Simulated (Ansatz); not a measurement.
**Pt: pressure series**

Consider Pt in the fcc (Cu type) structure (space group Fm-3m, No. 225; a = 3.918 Å).

Cell and atoms are relaxed at each pressure.

Level of theory: PBEsol, PAW, 420 eV (Ansatz, an electronic-structure program; no spin-orbit coupling).

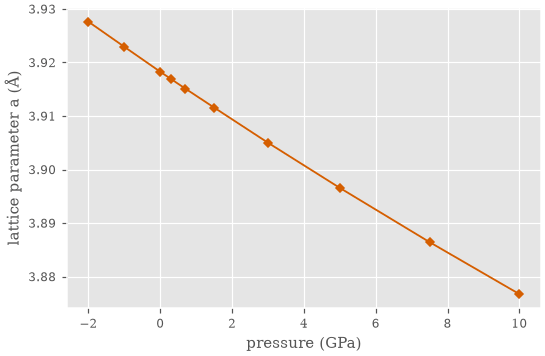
Figure: Lattice parameter a against pressure

Problem. From the plot, what is the lattice parameter a for pressure 0.7 GPa?

Solution. About 3.915 Å.

Problem. Is the trend monotonic over the range shown?

Solution. Yes, it falls throughout, spanning 3.877 Å to 3.928 Å.

Load acts through the strain it causes; cell and atoms are relaxed under it. No phonon test of stability was made. No other phases were tried under pressure. The final runs are not spin-polarised.
